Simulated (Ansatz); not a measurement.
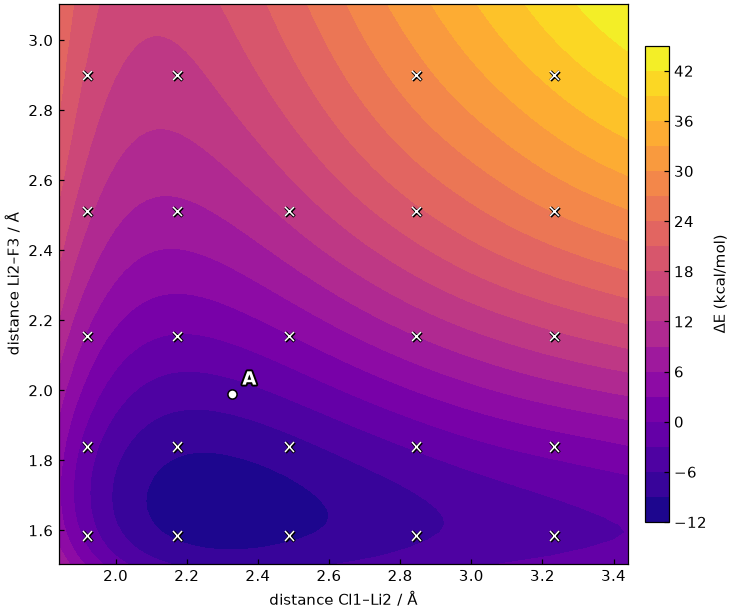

The system Cl + LiF, spin multiplicity 2. First axis: distance Cl1–Li2. Second axis: distance Li2–F3. Nothing is relaxed (the angle Cl1–Li2–F3 is fixed at 180 degrees). The scan uses an 11 × 11 grid. At 24 points there is no value. Points are written as (first, second). All energies are given in kcal/mol relative to Cl far from the relaxed LiF (each part in its own basis). Theory: UKS PBE0-D4/def2-SVPD (Ansatz).

The picture shows filled contours, crosses at grid points without a value, the point A. Between grid points the surface is interpolated.

### Is A at rest? If not, where is it pushed?

A, at (2.326 Å, 1.990 Å), is not a stationary point. The computed force is 8 kcal/mol for each Å towards smaller values of distance Cl1–Li2 and 30 kcal/mol for each Å towards smaller values of distance Li2–F3.
